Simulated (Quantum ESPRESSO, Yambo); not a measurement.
# AlN (F-43m): changed settings of a GW run in Yambo

What do changed inputs do to GW on AlN (F-43m)?

Main program and level: Yambo 5.3.0; PBE and many-body steps on it, plane waves.

**1. Starting point**

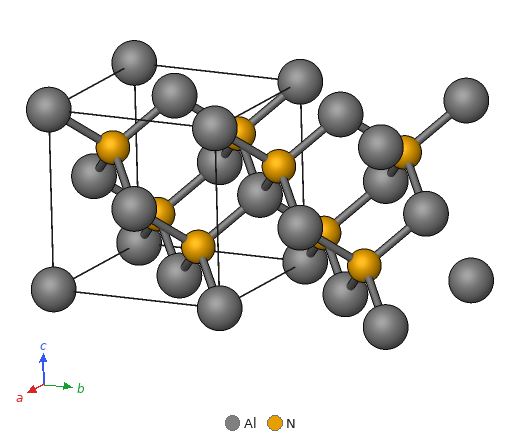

Start, viewed slightly off an axis; aluminium grey, nitrogen orange. 1×2×1 cells are drawn. This picture shows the conventional cell, with its axes. Bonds to atoms that aren't drawn are left out. Some periodic images of atoms are drawn too.

Structure file:

```xyz
2
Lattice="0.0000 2.1840 2.1840 2.1840 0.0000 2.1840 2.1840 2.1840 0.0000" Properties=species:S:1:pos:R:3 pbc="T T T"
Al    0.0000    0.0000    0.0000
N     3.2760    3.2760    3.2760
```

The cell and positions are those that the Materials Project relaxed with its own functionals (PBE, PBE+U or r2SCAN), kept fixed. This is not the form that AlN usually takes at ambient conditions.

**2. Base**

This step: Yambo 5.3.0; G0W0 on PBE, plane waves, norm-conserving pseudopotentials.

Now the one-shot GW correction: screening in the RPA, then the self-energy of the levels asked for.

Contents of gw2.in:

```
HF_and_locXC
gw0
dyson
ppa
em1d
rim_cut
RandQpts= 1000000
RandGvec= 1 RL
EXXRLvcs= 72 Ry
VXCRLvcs= 288 Ry
Chimod= "HARTREE"
% BndsRnXp
 1 | 58 |
%
NGsBlkXp= 10.5 Ry
% LongDrXp
 1 | 1 | 1 |
%
% GbndRnge
 1 | 58 |
%
DysSolver= "n"
ExtendOut
PPAPntXp= 27.21138 eV
% QPkrange
 1 | 1 | 3 | 6 |
 13 | 13 | 3 | 6 |
%
```

The run is started by

```bash
$ OMP_NUM_THREADS=1 mpirun -n 8 yambo -F gw2.in -J gw2 -C gw2 > gw2.log
```

Log:

```text
 Yambo, version 5.3.0

 [02] CORE Variables Setup
 =========================

  [... cell, symmetries and grids as in the set-up ...]

  [02.05] Energies & Occupations
  ==============================

  [X] === General ===
  [X] Electronic Temperature                        :  0.000000  0.000000 [eV K]
  [X] Bosonic    Temperature                        :  0.000000  0.000000 [eV K]
  [X] Finite Temperature mode                       : no
  [X] El. density                                   :  0.38398E+24 [cm-3]
  [X] Fermi Level                                   :  6.956541 [eV]

  [X] === Gaps and Widths ===
  [X] Conduction Band Min                           :  3.324859 [eV]
  [X] Valence Band Max                              :  0.000000 [eV]
  [X] Filled Bands                                  :   4
  [X] Empty Bands                                   :    5  137
  [X] Direct Gap                                    :  4.192097 [eV]
  [X] Direct Gap localized at k                     :  1
  [X] Indirect Gap                                  :  3.324859 [eV]
  [X] Indirect Gap between kpts                     :   1  13
  [X] Last valence band width                       :  2.503466 [eV]
  [X] 1st conduction band width                     :  4.659018 [eV]

 [03] Transferred momenta grid and indexing
 ==========================================

 IBZ Q-points                                      :  16
 BZ  Q-points                                      :  216

 K/Q-points units:
 rlu = crystal or reduced units; cc = cartesian coordinates; iku = interal k-units

 Q [ 1]         [rlu]:  0.000000  0.000000  0.000000
 Q [ 2]         [rlu]:  0.37242E-17  0.37242E-17  0.16667
 Q [ 3]         [rlu]:  0.74483E-17  0.74483E-17  0.33333
 Q [ 4]         [rlu]:  0.10596E-16  0.10596E-16 -0.50000
 Q [ 5]         [rlu]:  0.11424E-17  0.16667      0.16667
 Q [ 6]         [rlu]:  0.37242E-17  0.16667      0.33333
 Q [ 7]         [rlu]:  0.16156E-16  0.16667      0.50000
 Q [ 8]         [rlu]:  0.10596E-16  0.16667     -0.33333
 Q [ 9]         [rlu]: -0.74483E-17  0.16667     -0.16667
 Q [10]         [rlu]:  0.22848E-17  0.33333      0.33333
     [... 4 further rows ...]
 Q [15]         [rlu]:  0.166667  0.333333 -0.333333
 Q [16]         [rlu]:  0.166667 -0.500000 -0.333333

 [04] Coloumb potential Random Integration (RIM)
 ===============================================

  [04.01] RIM initialization
  ==========================

  * Diagonal components only detected *

  8 x (sBL volume)        :  0.065342 [a.u.]
  sBZ random points       :  1000000
  Points outside the sBZ  :   7996195
  RL volume               :  1.764245 [a.u.]
  Integrated volume       :  1.765085 [a.u.]

  [04.02] RIM integrals
  =====================

  Gamma point sphere radius             :  0.073060 [a.u.]
  Points outside the sphere             :   799659
  [Int_sBZ(q=0) 1/q^2]*(Vol_sBZ)^(-1/3) =:  7.764404
                                 should be <:  7.795600

  Summary of Coulomb integrals for non-metallic bands |Q|[au] RIM/Bare

  Q [1] 0.100000E-4 0.995998 * Q [2] 0.219740 1.065683
  Q [5] 0.253734 1.065194 * Q [9] 0.358834 1.026119
  Q [6] 0.420770 1.019967 * Q [3] 0.439480 1.017314
  Q [10] 0.507468 1.014132 * Q [8] 0.553000 1.010838
  Q [14] 0.567366 1.011005 * Q [7] 0.621518 1.009135
  Q [11] 0.659220 1.008371 * Q [4] 0.659220 1.007575
  Q [12] 0.717668 1.006648 * Q [15] 0.750555 1.006102
  Q [13] 0.761202 1.005892 * Q [16] 0.802377 1.005337

 [WARNING] [Xp] User bands 1-58 break level degeneracy

 [05] Dipoles
 ============

  [05.01] Setup: observables and procedures
  =========================================

 [06] Dynamic Dielectric Matrix (PPA)
 ====================================

 [SLK-Inversion]  Pools        :  2
 [SLK-Inversion]  BLACS grid   :  2  2

 [WR./gw2//ndb.pp]---------------------------------------------------------------
  Brillouin Zone Q/K grids (IBZ/BZ)                :   16  216   16  216
  RL vectors                                       :  1989 [WF]
  Coulomb cutoff potential                         : none
  Electronic Temperature                           :  0.000000 [K]
  Bosonic    Temperature                           :  0.000000 [K]
  PPA    diel. fun.  energies                      : Perdew, Burke & Ernzerhof(X)+Perdew, Burke & Ernzerhof(C)
  wavefunctions                                    : Perdew, Burke & Ernzerhof(X)+Perdew, Burke & Ernzerhof(C)
  Global Gauge                                     : length
  X matrix size                                    :   89
  X band range                                     :    1   58
  X e/h energy range                               : -1.000000 -1.000000 [eV]
  X Time ordering                                  : R
  X Hxc Kernel                                     : HARTREE
  X Drude frequency                                :  0.000000  0.000000
  X poles                                          :  100.0000 [o/o]
  RL vectors in the sum                            :  1989
  [r,Vnl] included                                 : yes
  Field direction                                  :  0.577350E-5  0.577350E-5  0.577350E-5
  BZ energy Double Grid                            : no
  BZ energy DbGd points                            : 0
  BZ Q point size factor                           : -1.000000
  X Optical Averaged directions                    : none

 [07] Local Exchange-Correlation + Non-Local Fock
 ================================================

 [VXC] Plane waves :  11575
 [EXS] Plane waves :  1471

 QP @ state[ 1 ] K range:  1  1
 QP @ state[ 1 ] b range:   3   6
 QP @ state[ 2 ] K range:  13  13
 QP @ state[ 2 ] b range:   3   6

 [xc] Functional : Perdew, Burke & Ernzerhof(X)+Perdew, Burke & Ernzerhof(C)
 [xc] LIBXC used to calculate xc functional
  PP Number of Atomic Species                      :  2
  NLCC RL compoments                               :  11575
  PP Number of Atomic Species                      :  2
  NLCC RL compoments                               :  11575

 [xc] E_xc :  -3.456492 [Ha]
      E_xc :  -6.912984 [Ry]

  Local XC kind (lXC) : Perdew, Burke & Ernzerhof(X)+Perdew, Burke & Ernzerhof(C)
  Non-Local XC kind (nlXC) : Hartree-Fock

  Corrections @ K [1] :  [eV]
 <3|nlXC|3> = -20.91664 -0.42373E-17 <3|lXC|3> = -16.95948 -0.37763E-15
 <4|nlXC|4> = -20.91667  0.11681E-17 <4|lXC|4> = -16.95948  0.82608E-16
 <5|nlXC|5> = -8.110821  0.45392E-17 <5|lXC|5> = -12.53146 -0.18882E-15
 <6|nlXC|6> = -4.110383  0.56734E-18 <6|lXC|6> = -9.891617 -0.94416E-16

  Corrections @ K [13] :  [eV]
 <3|nlXC|3> = -20.07499 -0.14891E-16 <3|lXC|3> = -15.43180  0.28323E-15
 <4|nlXC|4> = -20.07499  0.21775E-17 <4|lXC|4> = -15.43180  0.94404E-16
 <5|nlXC|5> = -5.063808  0.24078E-18 <5|lXC|5> = -9.205519 -0.70807E-16
 <6|nlXC|6> = -4.411374  0.79479E-18 <6|lXC|6> = -9.460530  0.94404E-16

 [08] Dyson equation: Newton solver
 ==================================

  [08.01] G0W0 (W PPA)
  ====================

  [  GW  ] Bands range     :    1   58
  [GW/PPA] G damping       :  0.100000 [eV]

  QP @ state[ 1 ] K range:  1  1
  QP @ state[ 1 ] b range:   3   6
  QP @ state[ 2 ] K range:  13  13
  QP @ state[ 2 ] b range:   3   6

   Sc/G bands                                       :    1   58
   Sc/G damping                                     :  0.100000 ev
   Sc bands terminator                              : no
   Sx RL components                                 :  1471

   QP @ state[ 1 ] K range                          :  1  1
   QP @ state[ 1 ] b range                          :   3   6
   QP @ state[ 2 ] K range                          :  13  13
   QP @ state[ 2 ] b range                          :   3   6
   GF energies kind                                 : Perdew, Burke & Ernzerhof(X)+Perdew, Burke & Ernzerhof(C)
   GF WF`s kind                                     : Perdew, Burke & Ernzerhof(X)+Perdew, Burke & Ernzerhof(C)
   Xs energies kind                                 : Perdew, Burke & Ernzerhof(X)+Perdew, Burke & Ernzerhof(C)
   Xs WF`s kind                                     : Perdew, Burke & Ernzerhof(X)+Perdew, Burke & Ernzerhof(C)

 [11] Game Over & Game summary
```

Run time: 23 s. Hardware: 8 MPI ranks of Arm Neoverse V1, shared host; peak memory 2.4 GiB.

Numbers from this step:

```
G0W0 gap on the points computed              : 4.396 eV
starting gap on the mesh                     : 3.325 eV
k of the valence top                         : 0, 0, 0
k of the conduction bottom                   : 0, -0.5, -0.5
least direct G0W0 gap on the computed points : 5.525 eV
Z at the valence top                         : 0.7929
Z at the conduction bottom                   : 0.8394
```

The gap on the mesh goes from 3.32 eV to 4.40 eV, a correction of +1.07 eV.

**3. More G vectors in the random integration**

gw7.in, as its differences from gw2.in of step 2:

```diff
@@ -7,3 +7,3 @@
 RandQpts= 1000000
-RandGvec= 1 RL
+RandGvec= 59 RL
 EXXRLvcs= 72 Ry
@@ -28 +28,2 @@
 %
+QpgFull
```

The run is started by

```bash
$ OMP_NUM_THREADS=1 mpirun -n 8 yambo -F gw7.in -J gw7,gw2_W -C gw7 > gw7.log
```

Log:

```text
 Yambo, version 5.3.0

 [02] CORE Variables Setup
 =========================

  [... cell, symmetries and grids as in the set-up ...]

  [02.05] Energies & Occupations
  ==============================

  [X] === General ===
  [X] Electronic Temperature                        :  0.000000  0.000000 [eV K]
  [X] Bosonic    Temperature                        :  0.000000  0.000000 [eV K]
  [X] Finite Temperature mode                       : no
  [X] El. density                                   :  0.38398E+24 [cm-3]
  [X] Fermi Level                                   :  6.956541 [eV]

  [X] === Gaps and Widths ===
  [X] Conduction Band Min                           :  3.324859 [eV]
  [X] Valence Band Max                              :  0.000000 [eV]
  [X] Filled Bands                                  :   4
  [X] Empty Bands                                   :    5  137
  [X] Direct Gap                                    :  4.192097 [eV]
  [X] Direct Gap localized at k                     :  1
  [X] Indirect Gap                                  :  3.324859 [eV]
  [X] Indirect Gap between kpts                     :   1  13
  [X] Last valence band width                       :  2.503466 [eV]
  [X] 1st conduction band width                     :  4.659018 [eV]

 [03] Transferred momenta grid and indexing
 ==========================================

 IBZ Q-points                                      :  16
 BZ  Q-points                                      :  216

 K/Q-points units:
 rlu = crystal or reduced units; cc = cartesian coordinates; iku = interal k-units

 Q [ 1]         [rlu]:  0.000000  0.000000  0.000000
 Q [ 2]         [rlu]:  0.37242E-17  0.37242E-17  0.16667
 Q [ 3]         [rlu]:  0.74483E-17  0.74483E-17  0.33333
[...]
===============================================

  [04.01] RIM initialization
  ==========================

  8 x (sBL volume)        :  0.065342 [a.u.]
  sBZ random points       :  1000000
  Points outside the sBZ  :   7996195
  RL volume               :  1.764245 [a.u.]
  Integrated volume       :  1.765085 [a.u.]

  [04.02] RIM integrals
  =====================

  Gamma point sphere radius             :  0.073060 [a.u.]
  Points outside the sphere             :   799659
  [Int_sBZ(q=0) 1/q^2]*(Vol_sBZ)^(-1/3) =:  7.764404
                                 should be <:  7.795600

  Summary of Coulomb integrals for non-metallic bands |Q|[au] RIM/Bare

  Q [1] 0.100000E-4 0.995998 * Q [2] 0.219740 1.065683
  Q [5] 0.253734 1.065194 * Q [9] 0.358834 1.026119
  Q [6] 0.420770 1.019967 * Q [3] 0.439480 1.017314
[...]
Q [12] 0.717668 1.006648 * Q [15] 0.750555 1.006102
  Q [13] 0.761202 1.005892 * Q [16] 0.802377 1.005337

 [WARNING] [Xp] User bands 1-58 break level degeneracy

 [05] Dipoles
 ============

  [05.01] Setup: observables and procedures
  =========================================

 [06] Dynamic Dielectric Matrix (PPA)
 ====================================

   Sc/G bands                                       :    1   58
   Sc/G damping                                     :  0.100000 ev
   Sc bands terminator                              : no
   Sx RL components                                 :  1471

   QP @ state[ 1 ] K range                          :  1  1
   QP @ state[ 1 ] b range                          :   3   6
   QP @ state[ 2 ] K range                          :  13  13
   QP @ state[ 2 ] b range                          :   3   6
   GF energies kind                                 : Perdew, Burke & Ernzerhof(X)+Perdew, Burke & Ernzerhof(C)
   GF WF`s kind                                     : Perdew, Burke & Ernzerhof(X)+Perdew, Burke & Ernzerhof(C)
   Xs energies kind                                 : Perdew, Burke & Ernzerhof(X)+Perdew, Burke & Ernzerhof(C)
   Xs WF`s kind                                     : Perdew, Burke & Ernzerhof(X)+Perdew, Burke & Ernzerhof(C)

 [11] Game Over & Game summary
```

It took 83 s on 8 MPI ranks; peak memory 2.4 GiB; 11 min of CPU time.

This step gave:

- G0W0 gap on the points computed: 4.404 eV
- starting gap on the mesh: 3.325 eV
- k of the valence top: 0, 0, 0
- k of the conduction bottom: 0, -0.5, -0.5
- least direct G0W0 gap on the computed points: 5.531 eV
- Z at the valence top: 0.7928
- Z at the conduction bottom: 0.8393

Against G0W0 in Yambo (6×6×6 mesh, 58 bands, screening to 142.9 eV, Godby-Needs plasmon pole), the gap moves by +0.007 eV.

**4. Only filled bands in the screening**

gw8.in, as its differences from gw7.in of step 3:

```diff
@@ -7,3 +7,3 @@
 RandQpts= 1000000
-RandGvec= 59 RL
+RandGvec= 1 RL
 EXXRLvcs= 72 Ry
@@ -12,3 +12,3 @@
 % BndsRnXp
- 1 | 58 |
+ 1 | 4 |
 %
@@ -28,2 +28 @@
 %
-QpgFull
```

The run is started by

```bash
$ OMP_NUM_THREADS=1 mpirun -n 8 yambo -F gw8.in -J gw8 -C gw8 > gw8.log
```

Log:

```text
 Yambo, version 5.3.0

 [02] CORE Variables Setup
 =========================

  [... cell, symmetries and grids as in the set-up ...]

  [02.05] Energies & Occupations
  ==============================

  [X] === General ===
  [X] Electronic Temperature                        :  0.000000  0.000000 [eV K]
  [X] Bosonic    Temperature                        :  0.000000  0.000000 [eV K]
  [X] Finite Temperature mode                       : no
  [X] El. density                                   :  0.38398E+24 [cm-3]
  [X] Fermi Level                                   :  6.956541 [eV]

  [X] === Gaps and Widths ===
  [X] Conduction Band Min                           :  3.324859 [eV]
  [X] Valence Band Max                              :  0.000000 [eV]
  [X] Filled Bands                                  :   4
  [X] Empty Bands                                   :    5  137
  [X] Direct Gap                                    :  4.192097 [eV]
  [X] Direct Gap localized at k                     :  1
  [X] Indirect Gap                                  :  3.324859 [eV]
  [X] Indirect Gap between kpts                     :   1  13
  [X] Last valence band width                       :  2.503466 [eV]
  [X] 1st conduction band width                     :  4.659018 [eV]

 [03] Transferred momenta grid and indexing
 ==========================================

 IBZ Q-points                                      :  16
 BZ  Q-points                                      :  216

 K/Q-points units:
 rlu = crystal or reduced units; cc = cartesian coordinates; iku = interal k-units

 Q [ 1]         [rlu]:  0.000000  0.000000  0.000000
 Q [ 2]         [rlu]:  0.37242E-17  0.37242E-17  0.16667
 Q [ 3]         [rlu]:  0.74483E-17  0.74483E-17  0.33333
[...]
NLCC RL compoments                               :  11575
  PP Number of Atomic Species                      :  2
  NLCC RL compoments                               :  11575

 [xc] E_xc :  -3.456492 [Ha]
      E_xc :  -6.912984 [Ry]

  Local XC kind (lXC) : Perdew, Burke & Ernzerhof(X)+Perdew, Burke & Ernzerhof(C)
  Non-Local XC kind (nlXC) : Hartree-Fock

  Corrections @ K [1] :  [eV]
 <3|nlXC|3> = -20.91664 -0.42373E-17 <3|lXC|3> = -16.95948 -0.37763E-15
 <4|nlXC|4> = -20.91667  0.11681E-17 <4|lXC|4> = -16.95948  0.82608E-16
 <5|nlXC|5> = -8.110821  0.45392E-17 <5|lXC|5> = -12.53146 -0.18882E-15
[...]
Corrections @ K [13] :  [eV]
[...]
<5|nlXC|5> = -5.063808  0.24078E-18 <5|lXC|5> = -9.205519 -0.70807E-16
 <6|nlXC|6> = -4.411374  0.79479E-18 <6|lXC|6> = -9.460530  0.94404E-16

 [08] Dyson equation: Newton solver
 ==================================

  [08.01] G0W0 (W PPA)
  ====================

  [  GW  ] Bands range     :    1   58
  [GW/PPA] G damping       :  0.100000 [eV]

  QP @ state[ 1 ] K range:  1  1
  QP @ state[ 1 ] b range:   3   6
  QP @ state[ 2 ] K range:  13  13
  QP @ state[ 2 ] b range:   3   6

   Sc/G bands                                       :    1   58
   Sc/G damping                                     :  0.100000 ev
   Sc bands terminator                              : no
   Sx RL components                                 :  1471

   QP @ state[ 1 ] K range                          :  1  1
   QP @ state[ 1 ] b range                          :   3   6
   QP @ state[ 2 ] K range                          :  13  13
   QP @ state[ 2 ] b range                          :   3   6
   GF energies kind                                 : Perdew, Burke & Ernzerhof(X)+Perdew, Burke & Ernzerhof(C)
   GF WF`s kind                                     : Perdew, Burke & Ernzerhof(X)+Perdew, Burke & Ernzerhof(C)
   Xs energies kind                                 : Perdew, Burke & Ernzerhof(X)+Perdew, Burke & Ernzerhof(C)
   Xs WF`s kind                                     : Perdew, Burke & Ernzerhof(X)+Perdew, Burke & Ernzerhof(C)

 [11] Game Over & Game summary
```

Elapsed: 11 s, on 8 MPI ranks; peak memory 2.4 GiB; 81 s of CPU time.

The run ended normally, though the input holds a fault or crude settings.

The fault put into this input: only filled bands in the screening.

**5. The runs together**

Times are wall times on 8 MPI ranks of Arm Neoverse V1, shared host, good to a factor of about two.

```
                                     run   mesh  bands  screening cutoff (eV)  DFT gap (eV)  gap on the mesh (eV)  direct (eV)  time
                                    base  6×6×6     58                  142.9         3.325                 4.396        5.525  23 s
more G vectors in the random integration  6×6×6     58                  142.9         3.325                 4.404        5.531  83 s
```

**6. Outcome**

```
base                                     : 4.396 eV
more G vectors in the random integration : 4.404 eV
known limits                             : not at the basis limit
```

**Reading.** More G vectors in the random integration: +0.007 eV against base (keys changed: RandGvec and QpgFull; the shift is their joint effect). Bands and cutoff are finite, so the gap is not at the basis limit. The miss can reach some tenths of an eV and take either sign; the mesh is an error of its own. In the G0W0 runs levels were corrected at 2 k points alone, so a gap called «on the mesh» is the least over those, and an edge elsewhere would be missed.

[Paths, hosts, dates, memory and timing lines, banners, echoed tables and standing remarks are left out of the program output.]

[Logs are printed without paths, hosts, clocks, repeated set-up lines and the standing remarks that a program may print on its own settings, such as how far it seeks lower states.]

[Runs of the session that timed out or met a known fault of the program may be left out.]

[Hosts, paths, dates, database ids (printed as entryN), source tags and the programs' standing remarks are cut or masked in the printed files.]
